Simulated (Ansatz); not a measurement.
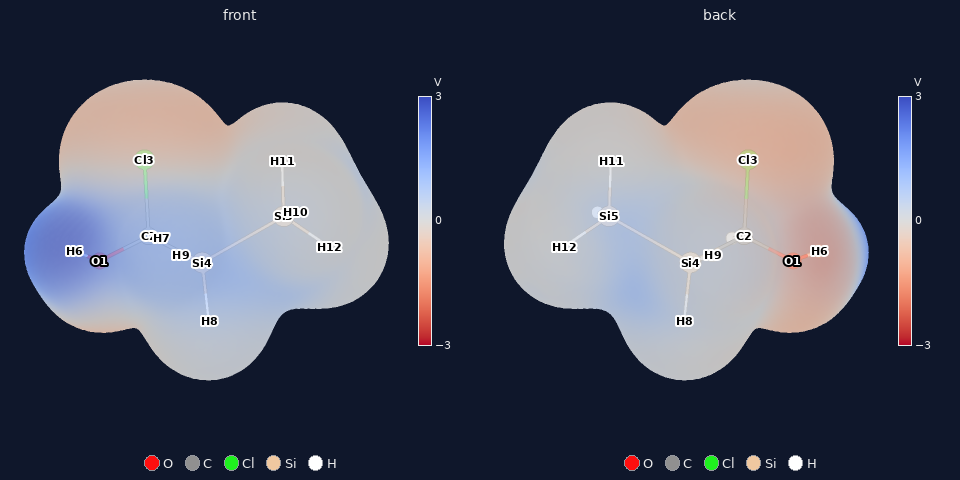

CH7ClOSi2 (SMILES OC(Cl)[SiH2][SiH3]). The molecular electrostatic potential painted on the density surface at 0.001 e/bohr³, seen from the front and from behind; red is negative and blue positive.

Computed with RKS BLYP-D4/6-31G* in Ansatz.

```xyz
12

O    -2.2368    1.1335   -0.7184
C    -1.0759    0.9259    0.0154
Cl    0.2012    2.3391   -0.2756
Si   -0.2281   -0.7104   -0.5578
Si    1.8196   -0.9894    0.5751
H    -2.7261    1.8982   -0.3382
H    -1.2272    0.9985    1.1050
H    -1.1769   -1.8288   -0.2394
H    -0.0619   -0.6314   -2.0398
H     1.6320   -0.6838    2.0303
H     2.8808   -0.0942    0.0238
H     2.2762   -2.4124    0.4536
```

**Where is the surface potential most negative and most positive?**

The most negative region (about −1.0 V, or −23 kcal/mol for a unit charge) lies over O1, the most positive (about +2.2 V, or +51 kcal/mol for a unit charge) over H6.
